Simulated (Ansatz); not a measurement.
```
Ca Yb O
1.0
     3.44376    0.00000    0.00000
    -1.72188    2.98238    0.00000
     0.00000    0.00000    8.44950
Ca Yb O
1 2 3
Direct
  0.00000 0.00000 0.00000
  0.66667 0.33333 0.66667
  0.33333 0.66667 0.33333
  0.33333 0.66667 0.83050
  0.66667 0.33333 0.16950
  0.00000 0.00000 0.50000
```

Space group P-3m1; a generated structure, not necessarily the stable one; changed on purpose from its base cell (volume × 1.03, shape and atoms relaxed); computed pressure about −3 GPa in this cell; computed without spin polarisation; no Hubbard U on the f states and no spin–orbit coupling.

Computed with DFT PBE, scalar-relativistic, plane waves, PAW (Ansatz 0.2.0).

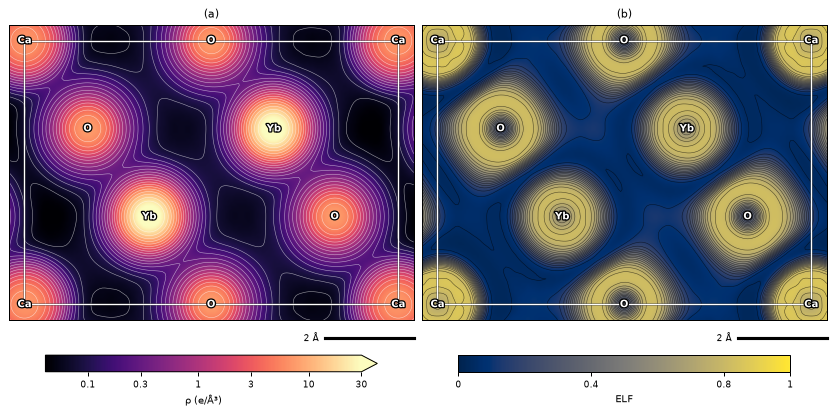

CaYb2O3. (a) valence pseudo-density; (b) electron localisation function on the (110) plane of the conventional cell.

Read the bonding off the picture.

Atoms in the plane: Ca, Yb and O. Yb–O (2.42 Å): ρ at the midpoint is about 0.32 e/Å³; the ELF is about 0.10 at the midpoint; no localised pair shows between them. Ca–O (2.45 Å): the density is about 0.23 e/Å³ at the midpoint; the ELF is about 0.10 at the midpoint; no localised pair shows between them. Between the atoms the lowest density in this plane is 0.04 e/Å³. The features right at Ca and Yb lie inside the PAW spheres, where the map follows smoothed inner orbitals and isn't to be read closely.
